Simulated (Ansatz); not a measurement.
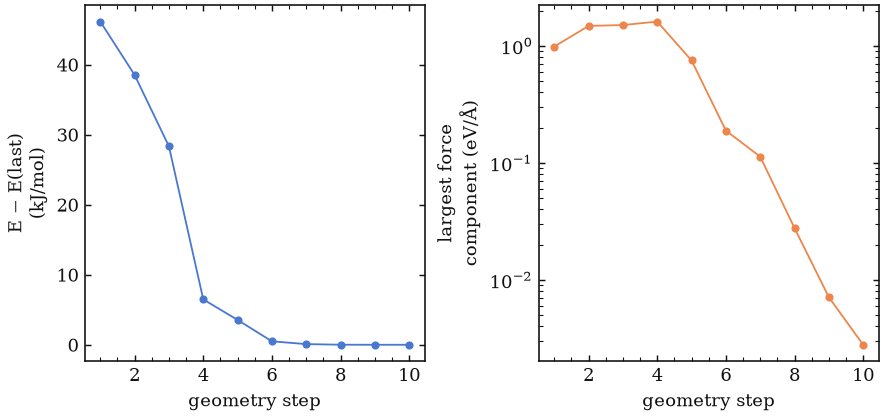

History of a geometry optimisation.

- system: C₂H₄Cl, multiplicity 2
- method: UKS PBE0-D4/def2-TZVP (Ansatz 0.2.0)

Q: How did it end, and what did it gain?

A: The optimisation met its thresholds at geometry 10, counting the start as the first. The energy fell by about 46 kJ/mol from the first step to the last. The largest force component goes from about 0.99 eV/Å at the start to 2.8 × 10⁻³ eV/Å at the end, with a peak of 1.6 eV/Å at step 4.

Q: By which step was nine tenths of the energy gained?

A: By step 5 of 10.
